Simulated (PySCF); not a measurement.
# C5H7F: NMR shifts at several levels of theory

Aim: compute the NMR shifts of C5H7F (`FC1=CCCC1`) at several levels, and see how far they spread and what each costs.

The runs use PySCF 2.14.0, with density-fitted response routines of our own; the level of theory stands in each step. All values are computed, except where a source is named. Atoms count from 0, in the outputs and in this text.

## Step 1: The molecule as given

13 atoms, charge 0, multiplicity 1; geometry from: GFN2-xTB. The atoms were then displaced at random by about 0.01 Å, so the start is not that level's minimum.

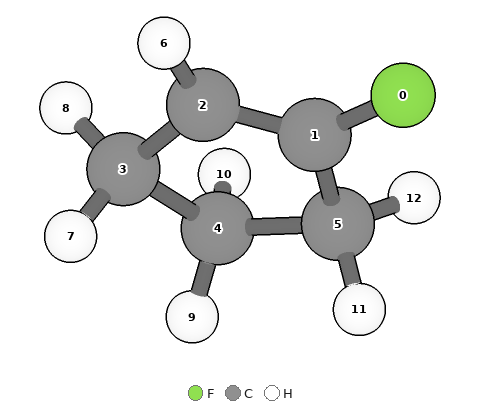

As it starts; fluorine green, carbon grey, hydrogen white, atoms numbered; sticks join atoms by distance.

## Step 2: Geometry optimisation at PBE0-D3(BJ)/def2-SVP

What the job is given:

```
{"job": {"xc": "PBE0", "basis": "def2-SVP", "d3": "d3bj", "grid": 1, "shake": 0.01, "kind": "geom"}, "charge": 0, "multiplicity": 1}
F     -1.405400     2.189030    -0.242030
C     -0.624840     1.141410    -0.126230
C      0.656840     1.171970     0.116020
C      1.262390    -0.216790     0.157840
C     -0.026400    -1.126720     0.151390
C     -1.189560    -0.222750    -0.306060
H      1.295420     2.046110     0.263680
H      1.867160    -0.393650    -0.724320
H      1.849770    -0.380410     1.060530
H      0.099580    -1.992850    -0.468980
H     -0.225460    -1.478150     1.182980
H     -1.431480    -0.392490    -1.348040
H     -2.122200    -0.361610     0.272880
```

Started as:

```
> OMP_NUM_THREADS=1 python probes_run.py task.json out
```

This one command runs all jobs of the session in turn.

What it wrote:

```text
step   0  E = -294.02506084  max force = 0.050381
step   1  E = -294.02919703  max force = 0.006708
step   2  E = -294.02931390  max force = 0.001520
step   3  E = -294.02932796  max force = 0.000436
optimisation converged
```

Wall time 34 s (1 thread of Arm Neoverse N1, shared host); peak memory 0.5 GiB.

Relaxation path:

```csv
step,energy from step 0 (eV),largest force component (eV/Å)
0,0.0000,2.5907
1,-0.1126,0.3449
2,-0.1157,0.0782
3,-0.1161,0.0224
```

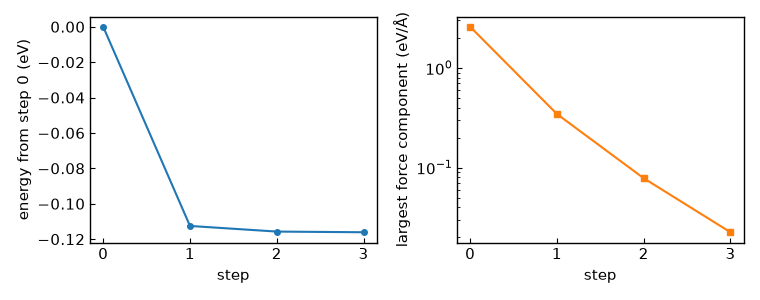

Energy and force, step by step.

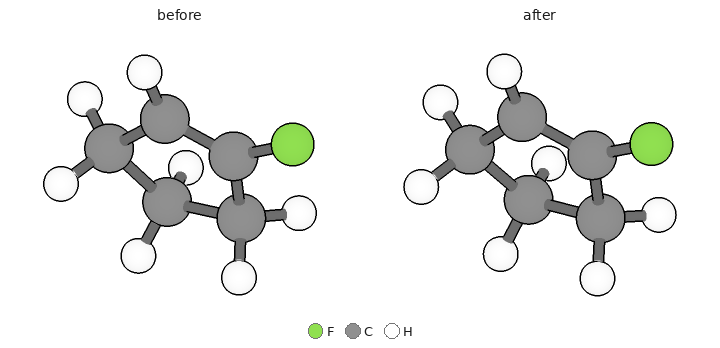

Before and after, at one scale.

Close pairs (by a distance rule), those that changed most:

```csv
bond,before (Å),after (Å),change (Å)
C3–C4,1.578,1.546,-0.032
C1–C2,1.305,1.333,+0.028
C4–H9,1.073,1.099,+0.026
C5–H11,1.083,1.105,+0.022
C3–H7,1.084,1.106,+0.022
F0–C1,1.312,1.328,+0.016
C2–C3,1.516,1.502,-0.014
C3–H8,1.089,1.102,+0.013
```

The final coordinates are the input of the step that follows.

```csv
at the end point,value
point group (found at 0.08 Å tolerance),C1
"rotational constants (GHz, main isotopes)","7.197, 3.149, 2.301"
dipole moment (D),1.48
```

## Step 3: Nuclear shieldings: PBE0/pcSseg-1

What the job is given:

```
{"job": {"kind": "nmr", "xc": "PBE0", "basis": "pcSseg-1", "pop": false}, "charge": 0, "multiplicity": 1}
F     -1.542296     2.339106    -0.104818
C     -0.761906     1.274103     0.035283
C      0.545763     1.287341     0.294640
C      1.077338    -0.117248     0.310024
C     -0.200135    -0.986782     0.346952
C     -1.340222    -0.089839    -0.162518
H      1.145499     2.189841     0.420632
H      1.682257    -0.316353    -0.593770
H      1.737734    -0.318700     1.169134
H     -0.098295    -1.915424    -0.231385
H     -0.408166    -1.277233     1.388118
H     -1.570522    -0.253242    -1.231121
H     -2.285894    -0.225704     0.386351
```

Method: GIAO PBE0/pcSseg-1 NMR shielding, non-relativistic, gas phase.

What it wrote:

```text
coarse grid: 10856 points
cycle   1  E = -294.1117549378  dE =  7.890e-01  |g| = 4.781e-01  |ddm| = 3.168e+00
cycle   2  E = -294.0877273447  dE =  2.403e-02  |g| = 6.027e-01  |ddm| = 7.701e-01
cycle   3  E = -294.1570289503  dE = -6.930e-02  |g| = 7.926e-02  |ddm| = 4.442e-01
cycle   4  E = -294.1583046221  dE = -1.276e-03  |g| = 3.966e-02  |ddm| = 1.056e-01
cycle   5  E = -294.1586644921  dE = -3.599e-04  |g| = 6.905e-03  |ddm| = 3.526e-02
cycle   6  E = -294.1586713463  dE = -6.854e-06  |g| = 3.670e-03  |ddm| = 7.742e-03
cycle   7  E = -294.1586741215  dE = -2.775e-06  |g| = 4.547e-04  |ddm| = 3.128e-03
final grid: 105248 points
cycle   8  E = -294.2018534224  dE = -2.837e-05  |g| = 7.730e-03  |ddm| = 2.598e-02
cycle   9  E = -294.2018426405  dE =  1.078e-05  |g| = 1.076e-02  |ddm| = 1.454e-02
cycle  10  E = -294.2018677997  dE = -2.516e-05  |g| = 1.034e-03  |ddm| = 8.528e-03
cycle  11  E = -294.2018679693  dE = -1.696e-07  |g| = 2.329e-04  |ddm| = 9.929e-04
cycle  12  E = -294.2018679776  dE = -8.317e-09  |g| = 8.521e-05  |ddm| = 2.411e-04
cycle  13  E = -294.2018679792  dE = -1.592e-09  |g| = 3.178e-05  |ddm| = 8.876e-05
cycle  14  E = -294.2018679794  dE = -2.334e-10  |g| = 4.888e-06  |ddm| = 2.742e-05
converged SCF energy = -294.2018679794

GIAO shielding tensors (ppm)
atom      isotropic    diamagn.    paramagn.     s11        s22        s33       span
  0 F      291.994     472.177    -180.183    179.018    274.603    422.361    243.343
  1 C       12.119     252.487    -240.369    -84.661     48.860     72.156    156.817
  2 C       76.433     257.253    -180.820    -16.737     99.752    146.283    163.020
  3 C      154.545     246.245     -91.701    137.787    155.228    170.620     32.833
  4 C      161.221     246.534     -85.312    139.174    171.045    173.445     34.270
  5 C      152.509     249.172     -96.664    131.644    155.819    170.063     38.419
  6 H       26.204      30.013      -3.809     24.258     25.011     29.342      5.084
  7 H       28.864      29.527      -0.663     24.987     26.572     35.032     10.045
  8 H       29.042      29.338      -0.296     25.041     26.611     35.473     10.431
  9 H       29.502      29.639      -0.138     25.395     27.318     35.792     10.397
 10 H       29.407      29.824      -0.417     24.360     27.943     35.919     11.560
 11 H       28.775      29.261      -0.485     25.092     26.851     34.383      9.291
 12 H       29.133      28.844       0.289     25.314     27.141     34.945      9.631
```

It took 19 s on 1 thread of Arm Neoverse N1, shared host; peak memory 0.73 GiB.

Shifts follow as δ = σ(reference) − σ, with reference shieldings (ppm) from runs at the same level and on the same kind of geometry: ¹H TMS 31.27, ¹³C TMS 184.4, ¹⁹F CFCl3 177.2. The references are single molecules in the gas phase, so shifts against H2O, NH3, PH3, H3PO4 or CFCl3 are not on the usual liquid scales and can be off by tens of ppm. Atoms listed in one row are averaged.

```csv
atoms,environment,σ (ppm),δ (ppm),δ scaled to CDCl3
C1,fully substituted alkene carbon,12.1,172.3,166.8
C2,alkene CH,76.4,108.0,104.3
C5,allylic sp3 CH2,152.5,31.9,30.5
C3,allylic sp3 CH2,154.5,29.9,28.5
C4,sp3 CH2 in a ring,161.2,23.2,22.0
H6,hydrogen on an alkene CH,26.20,5.06,5.01
"H7, H8",hydrogen on an allylic sp3 CH2,28.95,2.31,2.41
"H11, H12",hydrogen on an allylic sp3 CH2,28.95,2.31,2.41
"H9, H10",hydrogen on an sp3 CH2 in a ring,29.45,1.81,1.93
F0,vinylic fluorine,292.0,-114.7,–
```

The scaled column applies a straight-line fit of computed shieldings to shifts measured in CDCl3, and one for carbons that bear F (root-mean-square error 0.21 ppm for H, 2.0 ppm for C).

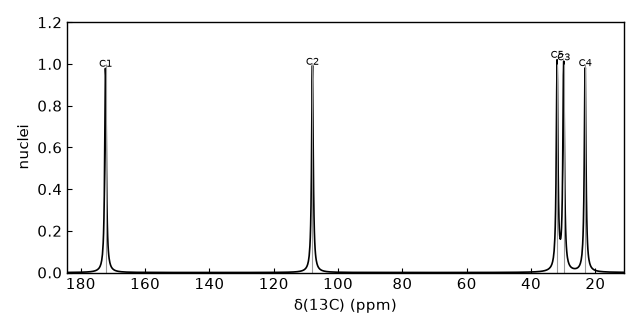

¹³C lines at the computed shifts, without couplings. Lines are broadened to a width of 0.60 ppm (Lorentzian).

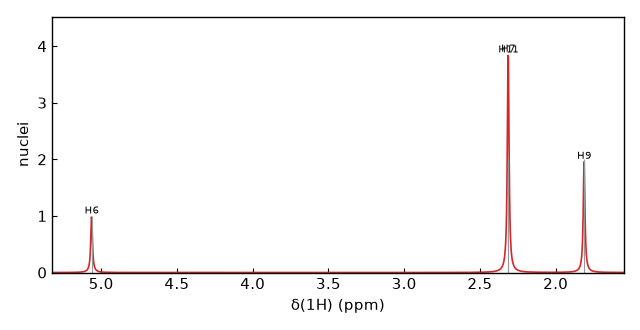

¹H lines at the computed shifts, without couplings. Lines are broadened to a width of 0.01 ppm (Lorentzian).

Ring of atoms C1, C2, C3, C4, C5: NICS(0) -4.9, NICS(1) -3.0, NICS(1)zz -1.9 ppm (means of both faces).

## Step 4: Shielding tensors: mPW1PW91/pcSseg-1

Settings changed since step 3:

```diff
@@ -1,2 +1,2 @@
-{"job": {"kind": "nmr", "xc": "PBE0", "basis": "pcSseg-1", "pop": false}, "charge": 0, "multiplicity": 1}
+{"job": {"kind": "nmr", "xc": "mPW1PW91", "basis": "pcSseg-1", "pop": false}, "charge": 0, "multiplicity": 1}
 F     -1.542296     2.339106    -0.104818
```

Level: GIAO mPW1PW91/pcSseg-1 NMR shielding, non-relativistic, gas phase.

What it wrote:

```text
coarse grid: 10856 points
cycle   1  E = -294.3730141490  dE =  7.884e-01  |g| = 4.878e-01  |ddm| = 3.171e+00
cycle   2  E = -294.3487735535  dE =  2.424e-02  |g| = 6.144e-01  |ddm| = 7.821e-01
cycle   3  E = -294.4196510460  dE = -7.088e-02  |g| = 7.835e-02  |ddm| = 4.493e-01
cycle   4  E = -294.4208833054  dE = -1.232e-03  |g| = 3.966e-02  |ddm| = 1.038e-01
cycle   5  E = -294.4212463001  dE = -3.630e-04  |g| = 7.172e-03  |ddm| = 3.550e-02
cycle   6  E = -294.4212537991  dE = -7.499e-06  |g| = 3.772e-03  |ddm| = 7.990e-03
cycle   7  E = -294.4212567421  dE = -2.943e-06  |g| = 4.564e-04  |ddm| = 3.218e-03
final grid: 105248 points
cycle   8  E = -294.4652976975  dE = -3.102e-05  |g| = 5.512e-03  |ddm| = 2.488e-02
cycle   9  E = -294.4652921957  dE =  5.502e-06  |g| = 7.720e-03  |ddm| = 1.044e-02
cycle  10  E = -294.4653049606  dE = -1.276e-05  |g| = 7.056e-04  |ddm| = 6.056e-03
cycle  11  E = -294.4653050399  dE = -7.928e-08  |g| = 1.917e-04  |ddm| = 6.944e-04
cycle  12  E = -294.4653050453  dE = -5.434e-09  |g| = 7.201e-05  |ddm| = 1.975e-04
cycle  13  E = -294.4653050465  dE = -1.161e-09  |g| = 2.427e-05  |ddm| = 7.272e-05
cycle  14  E = -294.4653050466  dE = -1.399e-10  |g| = 3.503e-06  |ddm| = 2.123e-05
converged SCF energy = -294.4653050466

GIAO shielding tensors (ppm)
atom      isotropic    diamagn.    paramagn.     s11        s22        s33       span
  0 F      292.652     472.480    -179.828    180.228    275.710    422.019    241.791
  1 C       11.218     252.721    -241.503    -85.985     48.333     71.306    157.291
  2 C       75.315     257.204    -181.888    -18.142     98.674    145.414    163.556
  3 C      153.581     246.247     -92.666    136.913    154.212    169.618     32.705
  4 C      160.214     246.585     -86.371    138.303    169.934    172.405     34.103
  5 C      151.537     249.115     -97.579    130.713    154.812    169.085     38.372
  6 H       26.262      30.075      -3.813     24.326     25.082     29.377      5.051
  7 H       28.922      29.581      -0.660     25.080     26.636     35.049      9.969
  8 H       29.099      29.378      -0.279     25.131     26.677     35.489     10.358
  9 H       29.559      29.690      -0.131     25.485     27.380     35.812     10.327
 10 H       29.464      29.870      -0.406     24.464     28.001     35.927     11.463
 11 H       28.828      29.307      -0.478     25.170     26.919     34.396      9.226
 12 H       29.183      28.872       0.311     25.387     27.206     34.956      9.570
```

Run time: 19 s. Hardware: 1 thread of Arm Neoverse N1, shared host; peak memory 0.73 GiB.

Key values: δ C1 172.3, C2 108.2, C5 32.0, C3 30.0, H6 5.06, H11 2.31 ppm (means over like atoms).

## Step 5: Nuclear shieldings: WP04/pcSseg-1

Settings changed since step 4:

```diff
@@ -1,2 +1,2 @@
-{"job": {"kind": "nmr", "xc": "mPW1PW91", "basis": "pcSseg-1", "pop": false}, "charge": 0, "multiplicity": 1}
+{"job": {"kind": "nmr", "xc": "WP04", "basis": "pcSseg-1", "pop": false}, "charge": 0, "multiplicity": 1}
 F     -1.542296     2.339106    -0.104818
```

With the program's defaults for keys left out, this is: GIAO WP04/pcSseg-1 NMR shielding, non-relativistic, gas phase.

What it wrote:

```text
coarse grid: 10856 points
cycle   1  E = -301.0088775983  dE =  6.681e-01  |g| = 8.023e-01  |ddm| = 3.285e+00
cycle   2  E = -300.9113362326  dE =  9.754e-02  |g| = 1.091e+00  |ddm| = 1.369e+00
cycle   3  E = -301.1257746463  dE = -2.144e-01  |g| = 1.352e-01  |ddm| = 8.382e-01
cycle   4  E = -301.1293899001  dE = -3.615e-03  |g| = 5.923e-02  |ddm| = 1.477e-01
cycle   5  E = -301.1302068181  dE = -8.169e-04  |g| = 1.790e-02  |ddm| = 5.850e-02
cycle   6  E = -301.1302714584  dE = -6.464e-05  |g| = 6.183e-03  |ddm| = 1.774e-02
cycle   7  E = -301.1302795070  dE = -8.049e-06  |g| = 1.225e-03  |ddm| = 5.537e-03
final grid: 105248 points
cycle   8  E = -301.1937979434  dE = -4.948e-05  |g| = 9.477e-03  |ddm| = 3.328e-02
cycle   9  E = -301.1937710912  dE =  2.685e-05  |g| = 1.510e-02  |ddm| = 1.758e-02
cycle  10  E = -301.1938177273  dE = -4.664e-05  |g| = 1.441e-03  |ddm| = 1.128e-02
cycle  11  E = -301.1938181029  dE = -3.756e-07  |g| = 4.011e-04  |ddm| = 1.414e-03
cycle  12  E = -301.1938181301  dE = -2.722e-08  |g| = 2.176e-04  |ddm| = 4.511e-04
cycle  13  E = -301.1938181412  dE = -1.114e-08  |g| = 3.750e-05  |ddm| = 1.787e-04
cycle  14  E = -301.1938181416  dE = -3.123e-10  |g| = 9.110e-06  |ddm| = 3.572e-05
converged SCF energy = -301.1938181416

GIAO shielding tensors (ppm)
atom      isotropic    diamagn.    paramagn.     s11        s22        s33       span
  0 F      293.997     476.065    -182.068    186.713    287.389    407.888    221.175
  1 C       -0.587     255.266    -255.853    -96.730     36.955     58.016    154.746
  2 C       62.389     258.483    -196.093    -31.264     83.844    134.586    165.850
  3 C      140.087     248.610    -108.523    123.730    139.772    156.759     33.029
  4 C      146.223     248.701    -102.478    124.676    154.611    159.381     34.705
  5 C      138.403     251.196    -112.793    117.795    140.890    156.524     38.728
  6 H       26.654      30.515      -3.861     24.858     25.670     29.434      4.576
  7 H       29.256      30.484      -1.229     25.809     27.108     34.849      9.040
  8 H       29.427      29.729      -0.303     25.830     27.192     35.257      9.427
  9 H       29.879      30.344      -0.464     26.187     27.854     35.598      9.411
 10 H       29.805      30.500      -0.694     25.352     28.412     35.651     10.299
 11 H       29.129      30.095      -0.966     25.814     27.382     34.190      8.376
 12 H       29.447      29.052       0.395     25.990     27.646     34.706      8.716
```

Run time: 20 s. Hardware: 1 thread of Arm Neoverse N1, shared host; peak memory 0.73 GiB.

Key values: δ C1 173.0, C2 110.1, C5 34.0, C3 32.4, H6 4.91, H11 2.28 ppm (means over like atoms).

## Step 6: Shielding tensors: B97-2/pcSseg-1

Settings changed since step 5:

```diff
@@ -1,2 +1,2 @@
-{"job": {"kind": "nmr", "xc": "WP04", "basis": "pcSseg-1", "pop": false}, "charge": 0, "multiplicity": 1}
+{"job": {"kind": "nmr", "xc": "B97-2", "basis": "pcSseg-1", "pop": false}, "charge": 0, "multiplicity": 1}
 F     -1.542296     2.339106    -0.104818
```

With the program's defaults for keys left out, this is: GIAO B97-2/pcSseg-1 NMR shielding, non-relativistic, gas phase.

What it wrote:

```text
coarse grid: 10856 points
cycle   1  E = -294.3496277975  dE =  7.528e-01  |g| = 5.044e-01  |ddm| = 3.187e+00
cycle   2  E = -294.3192603911  dE =  3.037e-02  |g| = 6.536e-01  |ddm| = 8.386e-01
cycle   3  E = -294.3987258232  dE = -7.947e-02  |g| = 8.208e-02  |ddm| = 4.863e-01
cycle   4  E = -294.4001188710  dE = -1.393e-03  |g| = 3.970e-02  |ddm| = 1.076e-01
cycle   5  E = -294.4004873615  dE = -3.685e-04  |g| = 7.962e-03  |ddm| = 3.679e-02
cycle   6  E = -294.4004972614  dE = -9.900e-06  |g| = 3.874e-03  |ddm| = 8.816e-03
cycle   7  E = -294.4005004317  dE = -3.170e-06  |g| = 4.978e-04  |ddm| = 3.395e-03
final grid: 105248 points
cycle   8  E = -294.4340235395  dE = -5.193e-05  |g| = 7.116e-03  |ddm| = 3.070e-02
cycle   9  E = -294.4340149815  dE =  8.558e-06  |g| = 1.031e-02  |ddm| = 1.169e-02
cycle  10  E = -294.4340303282  dE = -1.535e-05  |g| = 7.143e-04  |ddm| = 7.674e-03
cycle  11  E = -294.4340304359  dE = -1.076e-07  |g| = 2.628e-04  |ddm| = 7.834e-04
cycle  12  E = -294.4340304501  dE = -1.425e-08  |g| = 1.013e-04  |ddm| = 2.517e-04
cycle  13  E = -294.4340304526  dE = -2.509e-09  |g| = 1.248e-05  |ddm| = 9.448e-05
cycle  14  E = -294.4340304526  dE = -3.718e-11  |g| = 3.335e-06  |ddm| = 1.242e-05
converged SCF energy = -294.4340304526

GIAO shielding tensors (ppm)
atom      isotropic    diamagn.    paramagn.     s11        s22        s33       span
  0 F      293.097     472.592    -179.495    181.819    276.891    420.581    238.762
  1 C       14.655     252.893    -238.238    -79.124     49.945     73.144    152.268
  2 C       78.131     257.253    -179.122    -12.303    100.596    146.099    158.402
  3 C      153.573     246.439     -92.866    137.380    154.024    169.314     31.935
  4 C      160.014     246.707     -86.693    138.621    169.307    172.113     33.492
  5 C      151.782     249.303     -97.522    131.628    154.881    168.836     37.208
  6 H       26.354      30.193      -3.839     24.445     25.172     29.444      4.999
  7 H       28.975      29.728      -0.753     25.167     26.717     35.042      9.874
  8 H       29.152      29.448      -0.296     25.232     26.759     35.463     10.231
  9 H       29.610      29.800      -0.189     25.590     27.464     35.776     10.186
 10 H       29.529      29.979      -0.449     24.585     28.085     35.918     11.333
 11 H       28.889      29.455      -0.565     25.276     26.990     34.402      9.126
 12 H       29.240      28.940       0.300     25.502     27.276     34.942      9.440
```

Wall time 19 s (1 thread of Arm Neoverse N1, shared host); peak memory 0.73 GiB.

Key values: δ C1 169.0, C2 105.6, C5 31.9, C3 30.1, H6 5.02, H7 2.31 ppm (means over like atoms).

## Step 7: Shielding tensors: BHandHLYP/pcSseg-1

Settings changed since step 6:

```diff
@@ -1,2 +1,2 @@
-{"job": {"kind": "nmr", "xc": "B97-2", "basis": "pcSseg-1", "pop": false}, "charge": 0, "multiplicity": 1}
+{"job": {"kind": "nmr", "xc": "BHandHLYP", "basis": "pcSseg-1", "pop": false}, "charge": 0, "multiplicity": 1}
 F     -1.542296     2.339106    -0.104818
```

With the program's defaults for keys left out, this is: GIAO BHandHLYP/pcSseg-1 NMR shielding, non-relativistic, gas phase.

What it wrote:

```text
coarse grid: 10856 points
cycle   1  E = -294.2853573528  dE =  9.870e-01  |g| = 4.673e-01  |ddm| = 3.140e+00
cycle   2  E = -294.2974093540  dE = -1.205e-02  |g| = 4.490e-01  |ddm| = 5.839e-01
cycle   3  E = -294.3302569118  dE = -3.285e-02  |g| = 5.086e-02  |ddm| = 3.017e-01
cycle   4  E = -294.3307543673  dE = -4.975e-04  |g| = 2.446e-02  |ddm| = 5.967e-02
cycle   5  E = -294.3308973390  dE = -1.430e-04  |g| = 4.347e-03  |ddm| = 2.337e-02
cycle   6  E = -294.3309012261  dE = -3.887e-06  |g| = 1.720e-03  |ddm| = 4.576e-03
final grid: 105248 points
cycle   7  E = -294.3661572017  dE = -1.514e-05  |g| = 2.633e-03  |ddm| = 1.201e-02
cycle   8  E = -294.3661572072  dE = -5.445e-09  |g| = 2.716e-03  |ddm| = 4.116e-03
cycle   9  E = -294.3661588301  dE = -1.623e-06  |g| = 2.246e-04  |ddm| = 2.039e-03
cycle  10  E = -294.3661588374  dE = -7.338e-09  |g| = 1.359e-04  |ddm| = 2.596e-04
cycle  11  E = -294.3661588415  dE = -4.035e-09  |g| = 1.836e-05  |ddm| = 1.069e-04
cycle  12  E = -294.3661588415  dE = -7.026e-11  |g| = 9.649e-06  |ddm| = 2.553e-05
converged SCF energy = -294.3661588415

GIAO shielding tensors (ppm)
atom      isotropic    diamagn.    paramagn.     s11        s22        s33       span
  0 F      312.553     473.303    -160.750    207.085    300.303    430.270    223.186
  1 C        9.852     252.666    -242.814    -97.462     52.584     74.435    171.898
  2 C       73.919     257.574    -183.654    -25.522     99.978    147.303    172.825
  3 C      155.376     245.517     -90.142    138.926    156.557    170.644     31.718
  4 C      161.291     245.759     -84.468    140.225    170.739    172.908     32.684
  5 C      153.181     248.289     -95.108    132.538    156.965    170.041     37.503
  6 H       26.300      29.976      -3.676     24.212     25.128     29.560      5.348
  7 H       29.111      29.749      -0.638     25.230     26.741     35.362     10.132
  8 H       29.286      29.490      -0.205     25.239     26.784     35.834     10.595
  9 H       29.703      29.781      -0.078     25.582     27.448     36.078     10.496
 10 H       29.627      29.968      -0.342     24.588     28.085     36.207     11.620
 11 H       28.989      29.386      -0.397     25.255     27.016     34.697      9.442
 12 H       29.329      28.883       0.446     25.425     27.296     35.266      9.841
```

It took 19 s on 1 thread of Arm Neoverse N1, shared host; peak memory 0.73 GiB.

In short: δ C1 174.1, C2 110.1, C5 30.8, C3 28.6, H6 5.14, H11 2.28 ppm (means over like atoms).

[end of part 1 of 2]
